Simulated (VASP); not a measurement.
# Au (Gold): the relaxed cell at several levels, part 3 of 3

How close do the usual functionals, with and without dispersion, come to the cell of Au (Gold)? LASPH is on for some levels and off for others; the table marks which. The start is a cell from a database of measured crystal structures.

VASP 6.6.1, plane waves and PAW; the level of theory is named at each step.

Still holding for the runs below: This run has no spin polarisation. Its electron count is odd, so without a moment it is a metal by construction. The k-mesh is coarse for a metal.

So far, final volume (Å³): step 2 (relaxation, level LDA) 16.8; step 5 (relaxation, level r2SCAN) 17.7; step 6 (relaxation, level PBE + D3(BJ), PBE with D3(BJ)) 17.3; step 7 (relaxation, level r2SCAN + rVV10, r2SCAN with rVV10) 17.5; step 8 (relaxation, level AM05) 17.0.

The database entry behind the starting cell differs from later determinations by our own check (0.1 to 0.3 % short, probably kX units), so it need not match the best structure at ambient conditions.

### 9. Relaxation with SCAN

This step: SCAN; plane waves and PAW (Au) (VASP 6.6.1).

SCAN adds the kinetic-energy density; it is numerically more delicate than r2SCAN.

INCAR

```
SYSTEM = Au
PREC = Accurate
ENCUT = 520
EDIFF = 1E-06
NELM = 100
ISMEAR = -1
SIGMA = 0.05
LREAL = .FALSE.
ALGO = Normal
METAGGA = SCAN
LASPH = .TRUE.
NBANDS = 11
LORBIT = 11
LWAVE = .FALSE.
LCHARG = .FALSE.
KPAR = 2
IBRION = 2
NSW = 60
ISIF = 3
EDIFFG = -0.01
```

POSCAR

```
Au
1.0
    0.0000000000      2.0350000000      2.0350000000
    2.0350000000      0.0000000000      2.0350000000
    2.0350000000      2.0350000000      0.0000000000
Au
1
Direct
    0.0000000000      0.0000000000      0.0000000000
```

KPOINTS

```
Automatic mesh
0
Gamma
8 8 8
0 0 0
```

PAW data sets: Au (PBE family, release 64).

Started as:

```bash
mpirun -np 2 vasp_std
```

What it wrote:

```text
[... set-up lines as in an earlier step ...]
 entering main loop
       N       E                     dE             d eps       ncg     rms          rms(c)
DAV:   1    -0.185969773491E+02   -0.18597E+02   -0.58426E+03   678   0.912E+02
DAV:   2    -0.735116903261E+02   -0.54915E+02   -0.51791E+02   713   0.201E+02
DAV:   3    -0.742858972061E+02   -0.77421E+00   -0.77250E+00   728   0.238E+01
DAV:   4    -0.742878031195E+02   -0.19059E-02   -0.19058E-02   698   0.136E+00
[...]
DAV:  11    -0.691537047863E+02   -0.56965E-06   -0.10456E-04   701   0.884E-02    0.121E-02
DAV:  12    -0.691537173937E+02   -0.12607E-04   -0.66852E-06   689   0.241E-02    0.269E-03
DAV:  13    -0.691537178794E+02   -0.48569E-06   -0.32257E-07   349   0.560E-03
   1 F= -.69153718E+02 E0= -.69151330E+02  d E =-.691537E+02
[...]
2 F= -.69149104E+02 E0= -.69146764E+02  d E =0.461378E-02
[...]
3 F= -.69157235E+02 E0= -.69154869E+02  d E =-.351671E-02
[...]
4 F= -.69157230E+02 E0= -.69154863E+02  d E =-.351208E-02
[...]
reached required accuracy - stopping structural energy minimisation
```

Run time: 32 s. Hardware: 2 MPI ranks of Intel Xeon Platinum 8488C (Sapphire Rapids), shared host; peak memory 0.26 GiB.

Parts of OUTCAR (step 9):

```text
  Total        0.0003020      0.0003020      0.0003020      0.0000000      0.0000000     -0.0000000
  in kB        0.0281782      0.0281782      0.0281782      0.0000000      0.0000000     -0.0000000
  external PRESSURE =       0.0281782 kB  Pullay stress =       0.0000000 kB

 POSITION                                       TOTAL-FORCE (eV/Angst)
 -----------------------------------------------------------------------------------
      0.00000      0.00000      0.00000         0.000000      0.000000      0.000000
 -----------------------------------------------------------------------------------
    total drift:                               -0.000000      0.000000     -0.000000

  FREE ENERGIE OF THE ION-ELECTRON SYSTEM (eV)
  ---------------------------------------------------
  free  energy   TOTEN  =       -69.1572299568 eV

  energy  without entropy=      -69.1524955444  energy(sigma->0) =      -69.15486275

[... 2 parts as in an earlier step ...]

[... 2 further parts left out ...]
[key lines of the parts left out:]
E-fermi :   8.9816
```

It ends at 17.17 Å³/atom, +1.9 % from the start, with 0.00 GPa left. The conventional cell has a = 4.096 Å.

### 10. The cells as a table

This step: relaxed cells at several levels; plane waves and PAW (VASP 6.6.1).

Derived from the runs above.

Lengths are those of the conventional cell; cost is the wall time of each run, as given at its step, times its ranks, without the set-up around it; LASPH differs between rows, which moves results and costs too. Results by level, by row:

```
         level  volume (Å³/atom)  change from the start (%)  a (Å)  cost (core minutes)  LASPH
           LDA             16.75                       -0.6  4.062                 0.18    off
        PBEsol             17.08                        1.4  4.088                 0.22    off
           PBE             18.04                          7  4.163                0.247    off
        r2SCAN             17.66                        4.8  4.134                  0.9     on
  PBE + D3(BJ)             17.33                        2.8  4.108                0.233    off
r2SCAN + rVV10             17.46                        3.6  4.118                  1.9     on
          AM05             17.01                        0.9  4.083                0.253    off
          SCAN             17.17                        1.9  4.096                 1.07     on
```

### 11. Results

| Item | Value |
| --- | --- |
| volume, LDA | 16.75 Å³/atom |
| volume, PBEsol | 17.08 Å³/atom |
| volume, PBE | 18.04 Å³/atom |
| volume, r2SCAN | 17.66 Å³/atom |
| volume, PBE + D3(BJ) | 17.33 Å³/atom |
| volume, r2SCAN + rVV10 | 17.46 Å³/atom |
| volume, AM05 | 17.01 Å³/atom |
| volume, SCAN | 17.17 Å³/atom |

For Au (Gold) the levels give volumes between 16.75 Å³/atom (LDA) and 18.04 Å³/atom (PBE), a spread of 7.7 %, while the cost of the finished runs spans a factor of 11. Within 1 % of experiment on every length: LDA, PBEsol, PBE + D3(BJ), r2SCAN + rVV10, AM05 and SCAN. The nearest, AM05, is among the cheap ones. Thermal and zero-point expansion, often some tenths of a per cent in length, bear on this order: with the measured lengths lowered by an assumed 0.4 % the nearest becomes LDA. The costs hold the number of ionic steps as well as the price of the functional. The closing table has room for seven levels; SCAN stands in the table of levels alone. Adding D3(BJ) to PBE changes the volume by -3.9 % (a by -1.3 %). Adding rVV10 to r2SCAN changes the volume by -1.1 % (a by -0.4 %). Pairwise corrections of the D and TS kind ignore the screening in a metal, so they may overbind here. Within 0.02 Å all end in space group Fm-3m; the runs can't lower the symmetry of the start. The k-sampling is coarse for a metal, so the Fermi level, pressures and the shape of the cell carry errors. Spin-orbit coupling is left out. LASPH is on for some levels and off for others, so differences between them are not the functional's alone. Each is a single relaxation on the plane waves of the start cell, so larger changes of volume carry a basis-set error that was not tested here.

Computed beside measured:

| quantity | measured | LDA | PBEsol | PBE | r2SCAN | PBE + D3(BJ) | r2SCAN + rVV10 | AM05 |
| --- | --- | --- | --- | --- | --- | --- | --- | --- |
| lattice constant a (Å) | 4.078 | 4.062 (-0.4 %) | 4.088 (+0.3 %) | 4.163 (+2.1 %) | 4.134 (+1.4 %) | 4.108 (+0.7 %) | 4.118 (+1.0 %) | 4.083 (+0.1 %) |

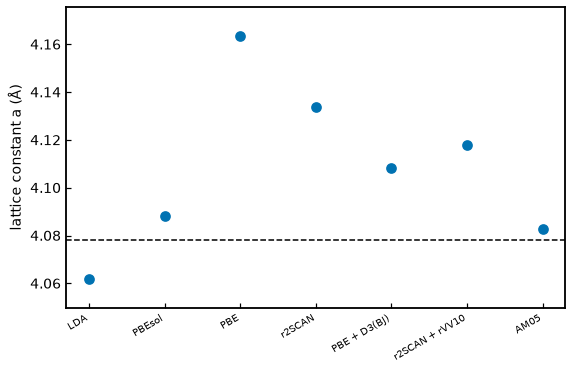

The lattice constant a by level; the dashed line is the measured value.

Measured values from arxiv:1805.06931 (2018).

Verdict: For the lattice constant a, of the levels listed nearest comes AM05 (+0.1 %, good agreement) and farthest PBE (+2.1 %, a clear miss). The grades are ours: good and fair within 0.7 and 1.5 % for the lattice constant a. For lattice constants the calculation has a static lattice, without zero-point motion or thermal expansion (measured at up to 298 K).

[Lines on the potential files, build, host, timing and source positions are cut from VASP's logs without a mark.]

[Logs are printed without paths, hosts, clocks, repeated set-up lines and the standing remarks that a program may print on its own settings, such as how far it seeks lower states.]

[Hosts, paths, dates, database ids (printed as entryN), source tags and the programs' standing remarks are cut or masked in the printed files.]

[A measured line is paired with the nearest computed mode of its activity, which favours agreement.]
